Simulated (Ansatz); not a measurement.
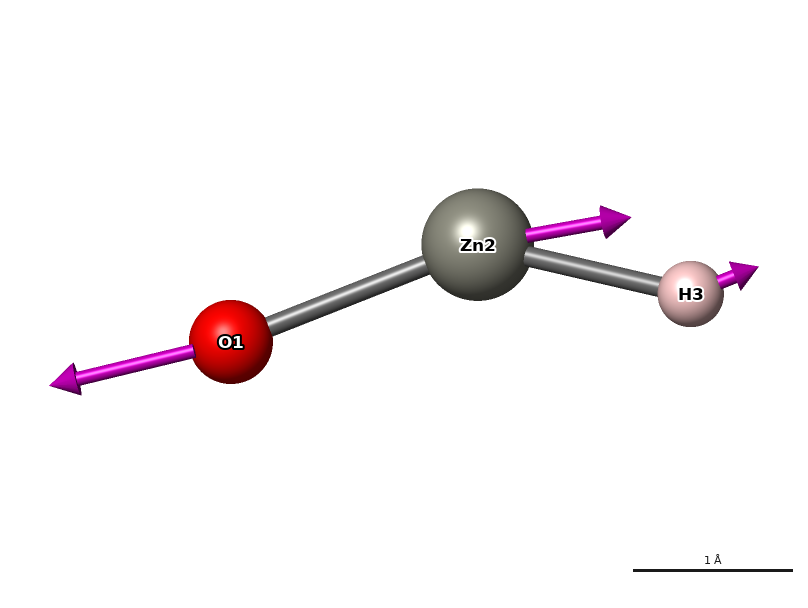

Arrows show the forces on the atoms, 0.3 Å of arrow for 1 eV/Å; forces under a tenth of the largest aren't drawn. The species is neutral and a spin doublet. Level of theory: PBE-D4/def2-TZVPP (Ansatz 0.2.0).

**On which atom is the force largest, and how large is it?**

On O1: 3.16 eV/Å.

**Which bond do the forces act along most?**

O1–Zn2, now 1.675 Å: the forces push its atoms apart, so a first step downhill lengthens it.

List the force components in the frame of the picture (x right, y up, z towards the viewer), in eV/Å.

```json
{"atom": "O1", "Fx": "−3.06", "Fy": "−0.74", "Fz": "−0.32"}
{"atom": "Zn2", "Fx": "2.21", "Fy": "0.39", "Fz": "0.31"}
{"atom": "H3", "Fx": "0.85", "Fy": "0.34", "Fz": "0.00"}
```
